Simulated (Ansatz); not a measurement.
## Geometry relaxation of SiH2F4

- system: SiH2F4
- method: RKS PBE/def2-SVP (Ansatz 0.2.0)

It belongs to a series of runs on one base structure; here: end point B relaxed.

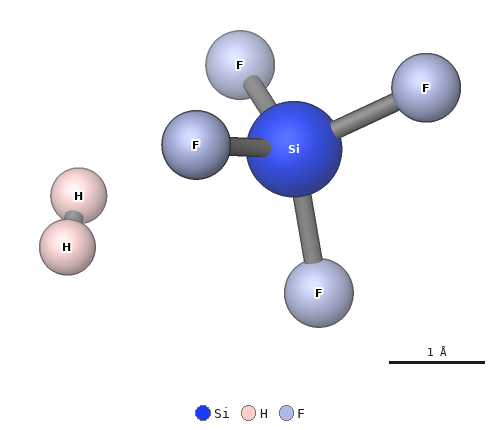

The input geometry (ball-and-stick view, seen at a tilt). Bond lengths as drawn: F–Si 1.60 to 1.64 Å and H–H 0.71 Å.

Input file
```yaml
crystal:
  periodic: [false, false, false]
  atoms:
    - { symbol: Si, position_ang: [-0.685524, 0.229969, -0.205569] }
    - { symbol: H, position_ang: [1.674476, -0.959025, 0.462636] }
    - { symbol: F, position_ang: [-0.142013, -0.584687, -1.473211] }
    - { symbol: F, position_ang: [-0.9763, -0.763927, 1.016457] }
    - { symbol: F, position_ang: [-2.05175, 0.965429, -0.612669] }
    - { symbol: H, position_ang: [1.786968, -0.270773, 0.569508] }
    - { symbol: F, position_ang: [0.394043, 1.383014, 0.242948] }
basis:
  gaussian: { orbitals: def2-SVP }
hamiltonian:
  xc: pbe
relax:
  f_tol: 0.03
  max_steps: 50
output:
  orbitals: {}
```

Hardware: 2 threads of Intel Xeon (Sapphire Rapids), 16 GiB of memory available, shared host.

Launched with:
```bash
ansatz run input.yaml --threads 2 --pin off --max-ram 3072MiB --backend cpu --events-out ev --progress --plain --runs-dir out
```

Output
```
The last accepted step is kept in [file] (removed where the run ends without a failure and the disk answers)
Engine: ansatz 0.2.0, x86_64-unknown-linux-gnu
Functional definition: PBE
  parameter kappa = 0.804
  parameter beta = 0.06672455060314922
  exchange = pbe_x(kappa = kappa, mu = beta*pi^2/3)
  correlation = pbe_c(beta = beta)
904 factors; their error is unknown
mean field evaluation 1: about -18752.7697 eV, gradient 5.7e1 eV
mean field evaluation 2: about -18741.1216 eV, gradient 1.1e2 eV
mean field evaluation 4: about -18757.7204 eV, gradient 1.7e0 eV
mean field evaluation 8: about -18757.6662 eV, gradient 2.5e-2 eV
mean field -18757.66624675 eV, -689.3315201653 hartree, gradient 4.0e-5 eV, S^2 0.000000; 0 other end points of the search recorded, 0 dependent functions left out
the calculation of the forces begins
reference -18757.66627333 eV, -689.3315211420 hartree; 26, 26 occupied and 58, 58 virtual orbitals, 904 factors
relax step   1: F+E_penalty+E_count = -18757.66624675 eV  Δ(F+E_penalty+E_count) = +0.000e0 eV  max|allowed force component| = 2.578e0 eV/Å  Δτ_max = 0.0000 Å  (23 SCF iters, accepted)
these checks for a lower state are left out or cut short: starts, cluster_reference, orbital_swaps, neighbouring_geometries, increment
904 factors; their error is unknown
mean field evaluation 16: about -18757.8680 eV, gradient 5.3e-2 eV
mean field -18757.80971041 eV, -689.3367923575 hartree, gradient 5.3e-6 eV, S^2 0.000000; 0 other end points of the search recorded, 0 dependent functions left out
the calculation of the forces begins
reference -18757.80973762 eV, -689.3367933574 hartree; 26, 26 occupied and 58, 58 virtual orbitals, 904 factors
relax step   2: F+E_penalty+E_count = -18757.80971041 eV  Δ(F+E_penalty+E_count) = -1.435e-1 eV  max|allowed force component| = 6.169e-1 eV/Å  Δτ_max = 0.1996 Å  (27 SCF iters, accepted)
these checks for a lower state are left out or cut short: starts, cluster_reference, orbital_swaps, neighbouring_geometries, increment
904 factors; their error is unknown
mean field -18757.84077041 eV, -689.3379337916 hartree, gradient 9.0e-5 eV, S^2 0.000000; 0 other end points of the search recorded, 0 dependent functions left out
the calculation of the forces begins
reference -18757.84079793 eV, -689.3379348028 hartree; 26, 26 occupied and 58, 58 virtual orbitals, 904 factors
relax step   3: F+E_penalty+E_count = -18757.84077041 eV  Δ(F+E_penalty+E_count) = -3.106e-2 eV  max|allowed force component| = 3.632e-1 eV/Å  Δτ_max = 0.1912 Å  (23 SCF iters, accepted)
these checks for a lower state are left out or cut short: starts, cluster_reference, orbital_swaps, neighbouring_geometries, increment
904 factors; their error is unknown
mean field evaluation 32: about -18757.8467 eV, gradient 8.8e-6 eV
mean field -18757.84671017 eV, -689.3381520736 hartree, gradient 8.8e-6 eV, S^2 0.000000; 0 other end points of the search recorded, 0 dependent functions left out
the calculation of the forces begins
reference -18757.84673792 eV, -689.3381530933 hartree; 26, 26 occupied and 58, 58 virtual orbitals, 904 factors
relax step   4: F+E_penalty+E_count = -18757.84671017 eV  Δ(F+E_penalty+E_count) = -5.940e-3 eV  max|allowed force component| = 1.141e-1 eV/Å  Δτ_max = 0.0851 Å  (27 SCF iters, accepted)
these checks for a lower state are left out or cut short: starts, cluster_reference, orbital_swaps, neighbouring_geometries, increment
904 factors; their error is unknown
mean field -18757.84731956 eV, -689.3381744684 hartree, gradient 8.8e-5 eV, S^2 0.000000; 0 other end points of the search recorded, 0 dependent functions left out
the calculation of the forces begins
reference -18757.84734738 eV, -689.3381754905 hartree; 26, 26 occupied and 58, 58 virtual orbitals, 904 factors
relax step   5: F+E_penalty+E_count = -18757.84731956 eV  Δ(F+E_penalty+E_count) = -6.094e-4 eV  max|allowed force component| = 6.316e-2 eV/Å  Δτ_max = 0.0239 Å  (24 SCF iters, accepted)
these checks for a lower state are left out or cut short: starts, cluster_reference, orbital_swaps, neighbouring_geometries, increment
904 factors; their error is unknown
mean field -18757.84756125 eV, -689.3381833502 hartree, gradient 1.2e-5 eV, S^2 0.000000; 0 other end points of the search recorded, 0 dependent functions left out
the calculation of the forces begins
reference -18757.84758910 eV, -689.3381843735 hartree; 26, 26 occupied and 58, 58 virtual orbitals, 904 factors
relax step   6: F+E_penalty+E_count = -18757.84756125 eV  Δ(F+E_penalty+E_count) = -2.417e-4 eV  max|allowed force component| = 3.837e-2 eV/Å  Δτ_max = 0.0207 Å  (21 SCF iters, accepted)
these checks for a lower state are left out or cut short: starts, cluster_reference, orbital_swaps, neighbouring_geometries, increment
904 factors; their error is unknown
mean field -18757.84783125 eV, -689.3381932726 hartree, gradient 8.9e-5 eV, S^2 0.000000; 0 other end points of the search recorded, 0 dependent functions left out
the calculation of the forces begins
reference -18757.84785922 eV, -689.3381943004 hartree; 26, 26 occupied and 58, 58 virtual orbitals, 904 factors
relax step   7: F+E_penalty+E_count = -18757.84783125 eV  Δ(F+E_penalty+E_count) = -2.700e-4 eV  max|allowed force component| = 8.554e-3 eV/Å  Δτ_max = 0.0378 Å  (24 SCF iters, accepted)
904 factors; their error is unknown
mean field evaluation 64: about -18757.8478 eV, gradient 3.2e-4 eV
```

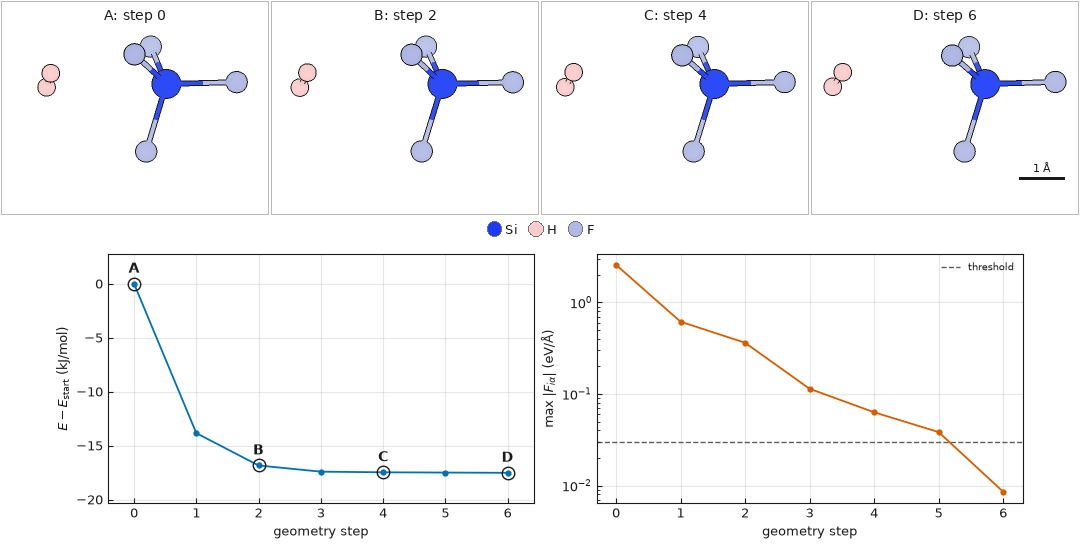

Frames of the relaxation (ball-and-stick view, seen at a tilt) above the curves, on which the letters mark them (the first geometry is step 0 here and step 1 in the log).

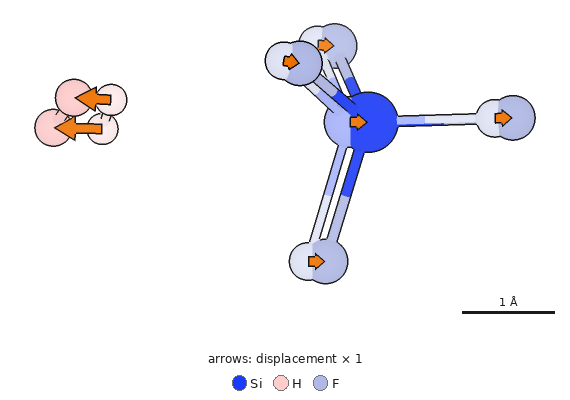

Start (faint) and end (solid) with the displacements as orange arrows, at true length (ball-and-stick view, seen at a tilt). The two geometries are laid on each other by the best rigid fit. The energy falls by 17.5 kJ/mol in 6 geometry steps. Largest force component: 2.6 eV/Å at the start, 0.0086 eV/Å at the end. The atom that moves furthest after the best rigid fit is H2 (0.54 Å). Largest moves by element: H 0.54 Å, Si 0.20 Å, F 0.20 Å. Among the contacts that change: H2–H6 0.706 → 0.768 Å, Si1–F7 1.642 → 1.605 Å. (Atoms are counted from 1 in the order of the input.)

```
mean field -18757.84783125 eV, -689.3381932726 hartree, gradient 8.9e-5 eV, S^2 0.000000; 1 other end points of the search recorded, 0 dependent functions left out
the calculation of the forces begins
reference -18757.84785922 eV, -689.3381943004 hartree; 26, 26 occupied and 58, 58 virtual orbitals, 904 factors
Total energy: -18757.84785922 eV, -689.3381943004 hartree
Atom 0 at    -0.862199     0.305283    -0.258055 Å, force     0.008268    -0.008554     0.001916 eV/Å
Atom 1 at     2.155007    -1.150232     0.606937 Å, force     0.001622    -0.004879     0.000212 eV/Å
Atom 2 at    -0.316686    -0.518285    -1.519853 Å, force    -0.003202     0.002756    -0.001293 eV/Å
Atom 3 at    -1.145418    -0.699047     0.958110 Å, force    -0.003317     0.002960    -0.000519 eV/Å
Atom 4 at    -2.222692     1.052954    -0.658583 Å, force     0.003033     0.002144     0.001187 eV/Å
Atom 5 at     2.163500    -0.386254     0.685139 Å, force     0.000602     0.004505     0.000426 eV/Å
Atom 6 at     0.228390     1.395580     0.186405 Å, force    -0.007004     0.001069    -0.001930 eV/Å
Dipole moment:     0.011416    -0.004149     0.003396 e Å
```

Trajectory as extended XYZ (Å, eV, eV/Å), 7 frames, from step=1 to step=7
```
7
Properties=species:S:1:pos:R:3:forces:R:3 step=1 energy=-18757.66625
Si   -0.6855    0.2300   -0.2056    0.6014   0.8753   0.2708
H     1.6745   -0.9590    0.4626   -0.2609  -2.5780  -0.3448
F    -0.1420   -0.5847   -1.4732    0.0016   0.0016  -0.0015
F    -0.9763   -0.7639    1.0165   -0.0012  -0.0009  -0.0009
F    -2.0518    0.9654   -0.6127   -0.0011  -0.0004   0.0028
H     1.7870   -0.2708    0.5695    0.5371   2.3505   0.4195
F     0.3940    1.3830    0.2429   -0.8769  -0.6481  -0.3458
7
Properties=species:S:1:pos:R:3:forces:R:3 step=2 energy=-18757.80971
Si   -0.7337    0.2691   -0.2186    0.3046   0.6169   0.1502
H     1.8251   -1.0839    0.5021    0.0332  -0.1638  -0.0048
F    -0.1633   -0.5430   -1.4768    0.0131   0.0129   0.0302
F    -0.9956   -0.7236    1.0117    0.0243   0.0133  -0.0167
F    -2.1200    0.9614   -0.6341   -0.0138  -0.0174  -0.0027
H     1.8872   -0.3294    0.5996    0.0986   0.1119   0.0455
F     0.3003    1.4493    0.2162   -0.4600  -0.5737  -0.2017
7
Properties=species:S:1:pos:R:3:forces:R:3 step=3 energy=-18757.84077
Si   -0.8051    0.2881   -0.2411    0.0872   0.3632   0.0570
H     2.0030   -1.1255    0.5585    0.0136  -0.0155   0.0032
F    -0.2518   -0.5276   -1.5044    0.0346  -0.0049   0.0387
F    -1.0798   -0.7090    0.9826    0.0442  -0.0045  -0.0120
F    -2.1787    1.0108   -0.6476   -0.0039  -0.0282  -0.0005
H     2.0610   -0.3662    0.6556    0.0212   0.0006   0.0070
F     0.2513    1.4293    0.1966   -0.1969  -0.3107  -0.0935
7
Properties=species:S:1:pos:R:3:forces:R:3 step=4 energy=-18757.84671
Si   -0.8367    0.3032   -0.2501   -0.1141   0.0495  -0.0334
H     2.0801   -1.1531    0.5812    0.0062   0.0441   0.0066
F    -0.2783   -0.5150   -1.5092    0.0193  -0.0120   0.0081
F    -1.1061   -0.6961    0.9727    0.0160  -0.0132   0.0020
F    -2.2106    1.0245   -0.6571   -0.0009  -0.0273  -0.0001
H     2.1320   -0.3914    0.6765    0.0048  -0.0456  -0.0032
F     0.2194    1.4279    0.1861    0.0687   0.0045   0.0200
7
Properties=species:S:1:pos:R:3:forces:R:3 step=5 energy=-18757.84732
Si   -0.8448    0.3019   -0.2527   -0.0632  -0.0056  -0.0220
H     2.1000   -1.1447    0.5883    0.0077   0.0324   0.0060
F    -0.2949   -0.5198   -1.5134    0.0111  -0.0067  -0.0030
F    -1.1228   -0.7004    0.9658    0.0042  -0.0088   0.0079
F    -2.2104    1.0388   -0.6560   -0.0129  -0.0044  -0.0032
H     2.1427   -0.3823    0.6802    0.0018  -0.0373  -0.0034
F     0.2301    1.4067    0.1880    0.0512   0.0304   0.0177
7
Properties=species:S:1:pos:R:3:forces:R:3 step=6 energy=-18757.84756
Si   -0.8493    0.3039   -0.2541   -0.0384  -0.0081  -0.0139
H     2.1193   -1.1488    0.5946    0.0023  -0.0067   0.0003
F    -0.2986   -0.5179   -1.5143    0.0064  -0.0045  -0.0043
F    -1.1265   -0.6987    0.9645    0.0008  -0.0060   0.0066
F    -2.2151    1.0404   -0.6571   -0.0105  -0.0002  -0.0026
H     2.1420   -0.3859    0.6794    0.0054   0.0049   0.0021
F     0.2280    1.4070    0.1870    0.0339   0.0206   0.0119
7
Properties=species:S:1:pos:R:3:forces:R:3 step=7 energy=-18757.84783
Si   -0.8622    0.3053   -0.2581    0.0083  -0.0086   0.0019
H     2.1550   -1.1502    0.6069    0.0016  -0.0049   0.0002
F    -0.3167   -0.5183   -1.5199   -0.0032   0.0028  -0.0013
F    -1.1454   -0.6990    0.9581   -0.0033   0.0030  -0.0005
F    -2.2227    1.0530   -0.6586    0.0030   0.0021   0.0012
H     2.1635   -0.3863    0.6851    0.0006   0.0045   0.0004
F     0.2284    1.3956    0.1864   -0.0070   0.0011  -0.0019
```

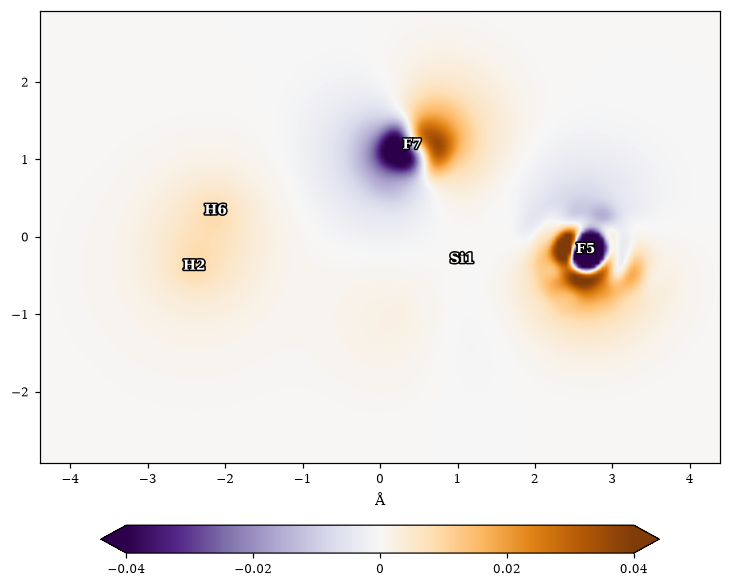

The HOMO−1 on the plane of atoms F5, Si1 and F7 (values in Å⁻³ᐟ²; the overall sign is arbitrary). Its energy is −10.17 eV.

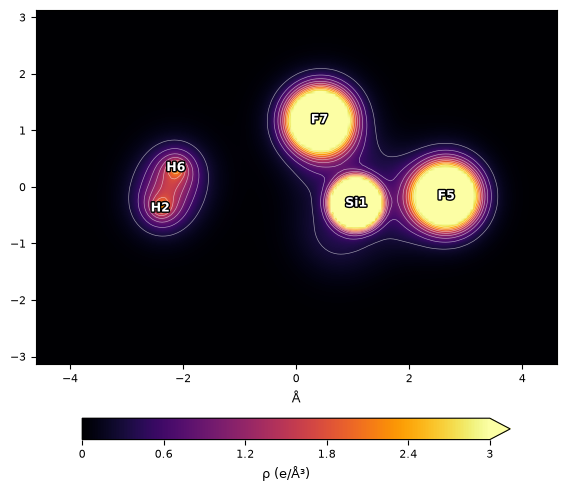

Total electron density on the plane of atoms F5, Si1 and F7. Atoms in the plane: Si, H and F.

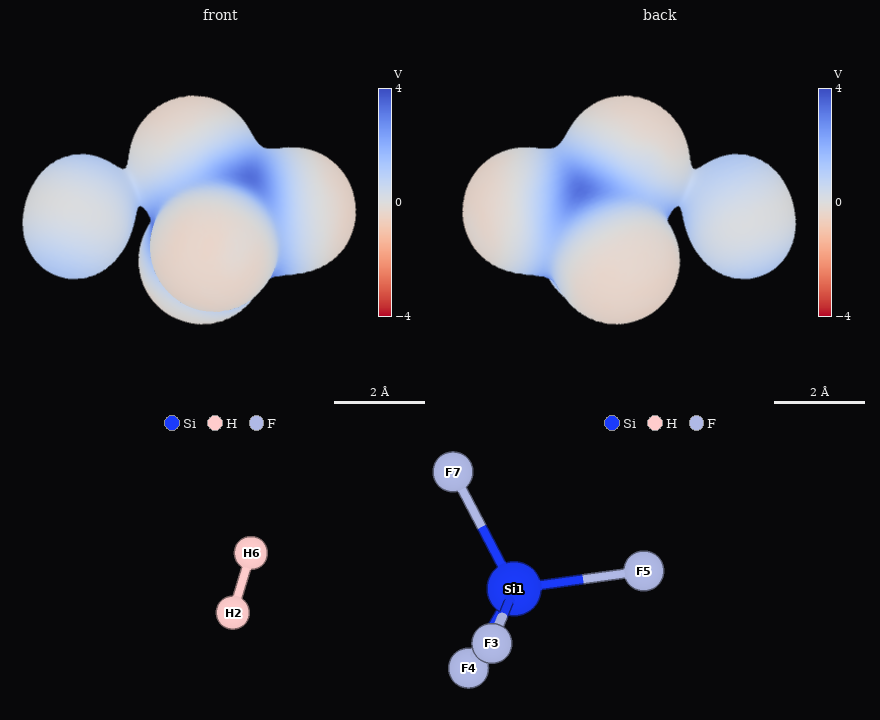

The electrostatic potential painted on the density surface at 0.004 e/bohr³, seen face on and from behind; red is negative and blue positive. The bare structure is drawn below in the same view.

Results in brief

- outcome: converged
- total energy: −18757.8479 eV
- mean-field energy: −18757.8479 eV
- largest force (length of the vector) at the end: 0.012 eV/Å
- wall time: 5.8 s (CPU time 11 s)
- peak memory: 0.14 GiB
